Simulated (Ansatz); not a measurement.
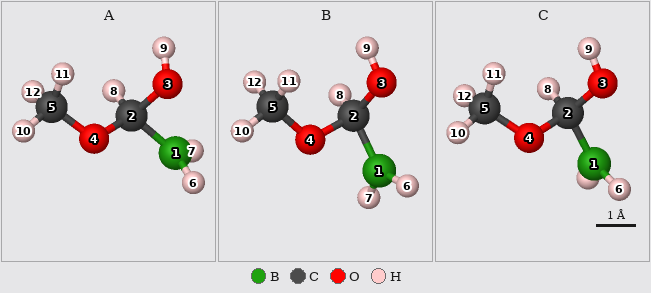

3 geometries from a converged minimum-energy path of C2H7BO2, shuffled. Style: ball-and-stick. Shown at a tilt.

Theory: RKS PBE-D4/def2-SVP in Ansatz. Run with 9 movable images; climbing image; force threshold 0.05 eV/Å; iteration limit 60; starting path through a guess of the saddle point.

### One of them is the converged climbing image. Which?

B. In order along the path, whose images run from 0 to 10: A (image 2, +0.37 eV), C (image 4, +0.43 eV), B (image 6, +0.46 eV). The motion is a rotation about the C2–O4 bond, with a turn of about 55° about O4–C5. No bond forms or breaks between the ends. Among the angles between lasting bonds that change up to the highest image: B1–C2–O3 60.7° → 113.4°, B1–C2–O4 122.2° → 89.3°.

Cost: 3.3 min on 2 threads of AMD EPYC 7B13 (Zen 3), on a shared host, peak memory 0.16 GiB.
